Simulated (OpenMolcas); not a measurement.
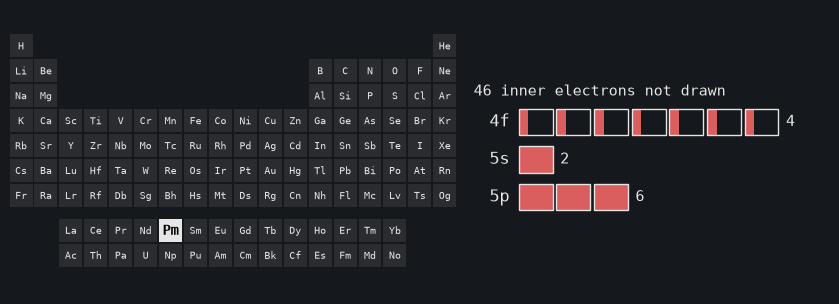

Left, the place of promethium in the periodic table; right, the outer shells of the leading configuration of the lowest level: a box for each of the 2l + 1 orbitals, shaded by the share of the shell that is filled, with the electron count at the right.

Pm³⁺ complex: multiconfigurational calculation (part 1 of 2)

System: Pm³⁺ with 4 ligands (I; tetrahedron, 2.97 Å), neutralised by 4 outer point charges of +0.25 e, whose field is part of the energies.
Method: state-averaged CASSCF, active space 4 electrons in the shell 4f, basis ANO-RCC-VDZP on the metal and ANO-RCC-VDZP on the ligands, DKH2 scalar Hamiltonian, spin-orbit coupling by RASSI with atomic mean-field integrals (OpenMolcas).

## Input
```
&GATEWAY
Coord
5

Pm 0.0 0.0 0.0
I 1.714730 1.714730 1.714730
I 1.714730 -1.714730 -1.714730
I -1.714730 1.714730 -1.714730
I -1.714730 -1.714730 1.714730
Basis=Pm.ANO-RCC-VDZP,I.ANO-RCC-VDZP
Group=NoSym
NoMove
AngMom=0.0 0.0 0.0
AMFI
RICD
XField
4 Angstrom 0
3.100371 3.100371 3.100371 0.250000
3.100371 -3.100371 -3.100371 0.250000
-3.100371 3.100371 -3.100371 0.250000
-3.100371 -3.100371 3.100371 0.250000
&SEWARD
&RASSCF
FileOrb=start.orb
Symmetry=1
Spin=5
nActEl=4 0 0
Inactive=135
Ras2=7
CIRoot=35 35 1
SDav=35
CIMx=300
Iter=150 100
PrWF=0.3
OrbListing=Nothing
MaxOrb=0
LevShft=1.0
>>> COPY $Project.JobIph JOB001
&RASSCF
FileOrb=start.orb
Symmetry=1
Spin=3
nActEl=4 0 0
Inactive=135
Ras2=7
CIRoot=162 162 1
SDav=210
CIMx=300
Iter=150 100
PrWF=0.3
OrbListing=Nothing
MaxOrb=0
CIOnly
LevShft=1.0
>>> COPY $Project.JobIph JOB002
&RASSCF
FileOrb=start.orb
Symmetry=1
Spin=1
nActEl=4 0 0
Inactive=135
Ras2=7
CIRoot=162 162 1
SDav=196
CIMx=300
Iter=150 100
PrWF=0.3
OrbListing=Nothing
MaxOrb=0
CIOnly
LevShft=1.0
>>> COPY $Project.JobIph JOB003
&RASSI
NrOfJobIphs=3 33 106 31
1 2 3 4 5 6 7 8 9 10 11 12 13 14 15 16 17 18 19 20 21 22 23 24 25 26 27
28 29 30 31 32 33
1 2 3 4 5 6 7 8 9 10 11 12 13 14 15 16 17 18 19 20 21 22 23 24 25 26 27
28 29 30 31 32 33 34 35 36 37 38 39 40 41 42 43 44 45 46 47 48 49 50 51
52 53 54 55 56 57 58 59 60 61 62 63 64 65 66 67 68 69 70 71 72 73 74 75
76 77 78 79 80 81 82 83 84 85 86 87 88 89 90 91 92 93 94 95 96 97 98 99
100 101 102 103 104 105 106
1 2 3 4 5 6 7 8 9 10 11 12 13 14 15 16 17 18 19 20 21 22 23 24 25 26 27
28 29 30 31
IphNames
JOB001
JOB002
JOB003
EJob
SpinOrbit
DIPRint=1.0
SOCoupling=1000.0
Subsets=2
Property=9
'ANGMOM' 1 'ANGMOM' 2 'ANGMOM' 3 'MLTPL  1' 1 'MLTPL  1' 2 'MLTPL  1' 3
'AMFI' 1 'AMFI' 2 'AMFI' 3
SOProperty=3
'ANGMOM' 1 'ANGMOM' 2 'ANGMOM' 3
```

The file start.orb holds starting orbitals from an earlier step. A driver script formed the levels outside the program, from RASSI's spin-orbit matrix and the active-space energies, averaged over the components of each term or state.

Hardware: 1 thread of Arm Neoverse V1, 24 GiB of memory available, shared host.

Command:
```bash
OMP_NUM_THREADS=1 MOLCAS_MEM=2457 MOLCAS_PROJECT=a pymolcas a.inp > a.log  # once for each step of the input, in one work folder
```

## Log (extracts)
```
--- SEWARD ---
Basis set label: PM.ANO-RCC...7S6P4D2F1G.

      Electronic valence basis set:
      ------------------
      Associated Effective Charge  61.000000 au
      Associated Actual Charge     61.000000 au
      Nuclear Model: Point charge

      Shell  nPrim  nBasis  Cartesian Spherical Contaminant
         s      25       7        X
         p      22       6        X
         d      15       4                 X
         f      11       2                 X
         g       4       1                 X
                  Relativistic Douglas-Kroll-Hess integrals:
                    - DKH order of Hamiltonian: 2
                    - DKH order of Properties : 0
                  Atomic mean-field integrals
--- RASSCF ---
Wave function specifications:
      -----------------------------

      Number of closed shell electrons         270
      Number of electrons in active shells       4
      Max number of holes in RAS1 space          0
      Max nr of electrons in RAS3 space          0
      Number of inactive orbitals              135
      Number of active orbitals                  7
      Number of secondary orbitals              98
      Spin quantum number                      2.0
      State symmetry                             1
Orbital specifications:
      -----------------------

      Symmetry species                           1
                                                 a
      Frozen orbitals                            0
      Inactive orbitals                        135
      Active orbitals                            7
      RAS1 orbitals                              0
      RAS2 orbitals                              7
      RAS3 orbitals                              0
      Secondary orbitals                        98
      Deleted orbitals                           0
      Number of basis functions                240
      Number of CSFs                            35
      Number of root(s) required                35
      Iter CI   SX   CI       RASSCF       Energy    max ROT     max BLB   max BLB  Level Ln srch  Step   QN
          iter iter root      energy       change     param      element    value   shift minimum  type update
 Nr of preliminary CI iterations:   1
      Total energies have been shifted. Add               -38000.00 au
        1   1    9    0  -455.72456317    0.00E+00  -5.98E-02   25 174 1 -2.58E-01*  1.14   0.00    SX    NO
        2   1   10    0  -456.04211780   -3.18E-01*  2.43E-02   19 143 1 -5.85E-02*  0.77   0.00    SX    NO
        3   1   10    0  -456.14033202   -9.82E-02*  1.66E-02  125 143 1  4.07E-02*  0.77   0.00    SX    NO
        4   1   10    0  -456.17260265   -3.23E-02*  1.01E-02   90 144 1  2.58E-02*  0.79   0.00    SX    NO
        5   1    9    0  -456.18401874   -1.14E-02*  1.28E-02   90 144 1  1.65E-02*  0.80   2.47    LS   YES
        6   1    9    0  -456.19036571   -6.35E-03* -3.38E-03   19 143 1  7.14E-03*  0.82   1.15    QN   YES
        7   1    8    0  -456.19154903   -1.18E-03* -2.73E-03   26 166 1 -3.85E-03*  0.83   1.84    LS   YES
        8   1    8    0  -456.19185869   -3.10E-04* -9.37E-04   18 176 1 -4.76E-03*  0.83   1.03    QN   YES
        9   1    8    0  -456.19208046   -2.22E-04*  6.54E-04   25 174 1 -1.86E-03*  0.82   1.36    QN   YES
       10   1    7    0  -456.19213073   -5.03E-05*  3.54E-04   27 167 1  6.31E-04*  0.82   1.29    QN   YES
       11   1    7    0  -456.19214275   -1.20E-05* -2.15E-04   17 175 1  4.02E-04*  0.82   1.46    QN   YES
       12   1    6    0  -456.19214616   -3.41E-06*  8.37E-05   26 175 1  1.86E-04*  0.82   1.28    QN   YES
       13   1    6    0  -456.19214677   -6.09E-07*  4.24E-05   25 174 1  8.58E-05   0.82   1.51    LS   YES
       14   1    6    0  -456.19214682   -5.59E-08*  2.00E-05   27 167 1 -8.45E-05   0.82   0.84    QN   YES
       15   1    5    0  -456.19214693   -1.07E-07*  1.31E-05   27 167 1 -3.46E-05   0.82   1.65    LS   YES
       16   1    5    0  -456.19214696   -2.39E-08* -1.32E-05   21 145 1 -3.16E-05   0.82   1.07    QN   YES
       17   1    5    0  -456.19214696   -9.30E-09  -7.56E-06   26 175 1 -1.05E-05   0.82   1.44    QN   YES
      Convergence after 17 iterations
       18   1    5    0  -456.19214696    4.66E-10  -7.56E-06   19 143 1  3.20E-06   0.82   1.44    QN   YES
      Natural orbitals and occupation numbers for root  1
      sym 1:   0.112867   0.270876   0.968273   0.233419   0.768442   0.912819   0.733304
      Natural orbitals and occupation numbers for root  2
      sym 1:   0.911614   0.095073   0.974652   0.291711   0.713978   0.769584   0.243389
      Natural orbitals and occupation numbers for root  3
      sym 1:   0.098212   0.282831   0.725033   0.242230   0.966255   0.781068   0.904370
::    RASSCF root number  1 Total energy: -38456.26069826
::    RASSCF root number  2 Total energy: -38456.26069826
::    RASSCF root number  3 Total energy: -38456.26069826
::    RASSCF root number  4 Total energy: -38456.26067311
::    RASSCF root number  5 Total energy: -38456.26067311
::    RASSCF root number  6 Total energy: -38456.26044105
::    RASSCF root number  7 Total energy: -38456.26044105
::    RASSCF root number  8 Total energy: -38456.26044105
::    RASSCF root number  9 Total energy: -38456.26043403
::    RASSCF root number 10 Total energy: -38456.26043403
::    RASSCF root number 11 Total energy: -38456.26043403
::    RASSCF root number 12 Total energy: -38456.26040721
::    RASSCF root number 13 Total energy: -38456.26039056
::    RASSCF root number 14 Total energy: -38456.19223536
::    RASSCF root number 15 Total energy: -38456.19223536
::    RASSCF root number 16 Total energy: -38456.19223536
::    RASSCF root number 17 Total energy: -38456.19215489
::    RASSCF root number 18 Total energy: -38456.19215489
::    RASSCF root number 19 Total energy: -38456.19215489
::    RASSCF root number 20 Total energy: -38456.19214954
::    RASSCF root number 21 Total energy: -38456.19185771
::    RASSCF root number 22 Total energy: -38456.15327337
::    RASSCF root number 23 Total energy: -38456.15327337
::    RASSCF root number 24 Total energy: -38456.15327337
::    RASSCF root number 25 Total energy: -38456.15301504
::    RASSCF root number 26 Total energy: -38456.15297347
::    RASSCF root number 27 Total energy: -38456.15297347
::    RASSCF root number 28 Total energy: -38456.15297347
::    RASSCF root number 29 Total energy: -38456.15294478
::    RASSCF root number 30 Total energy: -38456.15294478
--- RASSCF ---
Wave function specifications:
      -----------------------------

      Number of closed shell electrons         270
      Number of electrons in active shells       4
      Max number of holes in RAS1 space          0
      Max nr of electrons in RAS3 space          0
      Number of inactive orbitals              135
      Number of active orbitals                  7
      Number of secondary orbitals              98
      Spin quantum number                      1.0
      State symmetry                             1
Orbital specifications:
      -----------------------

      Symmetry species                           1
                                                 a
      Frozen orbitals                            0
      Inactive orbitals                        135
      Active orbitals                            7
      RAS1 orbitals                              0
      RAS2 orbitals                              7
      RAS3 orbitals                              0
      Secondary orbitals                        98
      Deleted orbitals                           0
      Number of basis functions                240
      Number of CSFs                           210
      Number of root(s) required               162
      Iter CI   SX   CI       RASSCF       Energy    max ROT     max BLB   max BLB  Level Ln srch  Step   QN
          iter iter root      energy       change     param      element    value   shift minimum  type update
 Nr of preliminary CI iterations:   1
        1   1    0    0-38456.09910389    0.00E+00   0.00E+00  142 154 1 -6.90E-03*  0.00   0.00    SX    NO
      Natural orbitals and occupation numbers for root  1
      sym 1:   0.557359   0.529183   0.599580   0.557359   0.599580   0.599580   0.557359
      Natural orbitals and occupation numbers for root  2
      sym 1:   0.592483   0.567765   0.564604   0.559576   0.566239   0.563861   0.585472
      Natural orbitals and occupation numbers for root  3
      sym 1:   0.562649   0.567343   0.558128   0.593828   0.565780   0.588313   0.563959
::    RASSCF root number  1 Total energy: -38456.17901455
::    RASSCF root number  2 Total energy: -38456.17900081
::    RASSCF root number  3 Total energy: -38456.17900081
::    RASSCF root number  4 Total energy: -38456.17900081
::    RASSCF root number  5 Total energy: -38456.17899833
::    RASSCF root number  6 Total energy: -38456.17899833
::    RASSCF root number  7 Total energy: -38456.17899833
::    RASSCF root number  8 Total energy: -38456.17897959
::    RASSCF root number  9 Total energy: -38456.17897959
::    RASSCF root number 10 Total energy: -38456.17891414
::    RASSCF root number 11 Total energy: -38456.17891414
::    RASSCF root number 12 Total energy: -38456.17891414
::    RASSCF root number 13 Total energy: -38456.17888657
::    RASSCF root number 14 Total energy: -38456.17888657
::    RASSCF root number 15 Total energy: -38456.17888657
::    RASSCF root number 16 Total energy: -38456.15640563
::    RASSCF root number 17 Total energy: -38456.15640563
::    RASSCF root number 18 Total energy: -38456.15640563
::    RASSCF root number 19 Total energy: -38456.15626182
::    RASSCF root number 20 Total energy: -38456.15626182
::    RASSCF root number 21 Total energy: -38456.15626182
::    RASSCF root number 22 Total energy: -38456.15611851
::    RASSCF root number 23 Total energy: -38456.15611851
::    RASSCF root number 24 Total energy: -38456.15606473
::    RASSCF root number 25 Total energy: -38456.15606473
::    RASSCF root number 26 Total energy: -38456.15606473
::    RASSCF root number 27 Total energy: -38456.14790003
::    RASSCF root number 28 Total energy: -38456.14771213
::    RASSCF root number 29 Total energy: -38456.14771213
::    RASSCF root number 30 Total energy: -38456.14771213
--- RASSCF ---
Wave function specifications:
      -----------------------------

      Number of closed shell electrons         270
      Number of electrons in active shells       4
      Max number of holes in RAS1 space          0
      Max nr of electrons in RAS3 space          0
      Number of inactive orbitals              135
      Number of active orbitals                  7
      Number of secondary orbitals              98
      Spin quantum number                      0.0
      State symmetry                             1
Orbital specifications:
      -----------------------

      Symmetry species                           1
                                                 a
      Frozen orbitals                            0
      Inactive orbitals                        135
      Active orbitals                            7
      RAS1 orbitals                              0
      RAS2 orbitals                              7
      RAS3 orbitals                              0
      Secondary orbitals                        98
      Deleted orbitals                           0
      Number of basis functions                240
      Number of CSFs                           196
      Number of root(s) required               162
      Iter CI   SX   CI       RASSCF       Energy    max ROT     max BLB   max BLB  Level Ln srch  Step   QN
          iter iter root      energy       change     param      element    value   shift minimum  type update
 Nr of preliminary CI iterations:   1
        1   1    0    0-38456.03012803    0.00E+00   0.00E+00  142 154 1 -1.18E-02*  0.00   0.00    SX    NO
      Natural orbitals and occupation numbers for root  1
      sym 1:   0.416117   0.305481   0.844115   0.308954   0.764325   0.722655   0.638353
      Natural orbitals and occupation numbers for root  2
      sym 1:   0.269328   0.308954   0.791274   0.601156   0.708901   0.831405   0.488981
      Natural orbitals and occupation numbers for root  3
      sym 1:   0.824004   0.209083   0.309051   0.554136   0.709903   0.802591   0.591232
::    RASSCF root number  1 Total energy: -38456.12917736
::    RASSCF root number  2 Total energy: -38456.12917736
::    RASSCF root number  3 Total energy: -38456.12917072
::    RASSCF root number  4 Total energy: -38456.12917072
::    RASSCF root number  5 Total energy: -38456.12917072
::    RASSCF root number  6 Total energy: -38456.12910852
::    RASSCF root number  7 Total energy: -38456.12907916
::    RASSCF root number  8 Total energy: -38456.12907916
::    RASSCF root number  9 Total energy: -38456.12907916
::    RASSCF root number 10 Total energy: -38456.12906898
::    RASSCF root number 11 Total energy: -38456.12906898
::    RASSCF root number 12 Total energy: -38456.12906898
::    RASSCF root number 13 Total energy: -38456.12903814
::    RASSCF root number 14 Total energy: -38456.12903814
::    RASSCF root number 15 Total energy: -38456.12900248
::    RASSCF root number 16 Total energy: -38456.12900248
::    RASSCF root number 17 Total energy: -38456.12900248
::    RASSCF root number 18 Total energy: -38456.11428071
::    RASSCF root number 19 Total energy: -38456.11428071
::    RASSCF root number 20 Total energy: -38456.11416860
::    RASSCF root number 21 Total energy: -38456.11416860
::    RASSCF root number 22 Total energy: -38456.11416860
::    RASSCF root number 23 Total energy: -38456.10296448
::    RASSCF root number 24 Total energy: -38456.10289356
::    RASSCF root number 25 Total energy: -38456.10289356
::    RASSCF root number 26 Total energy: -38456.10289356
::    RASSCF root number 27 Total energy: -38456.10284192
::    RASSCF root number 28 Total energy: -38456.10284192
::    RASSCF root number 29 Total energy: -38456.10253986
::    RASSCF root number 30 Total energy: -38456.10253986
```

(Continued in part 2.) Outcome of the run: converged.
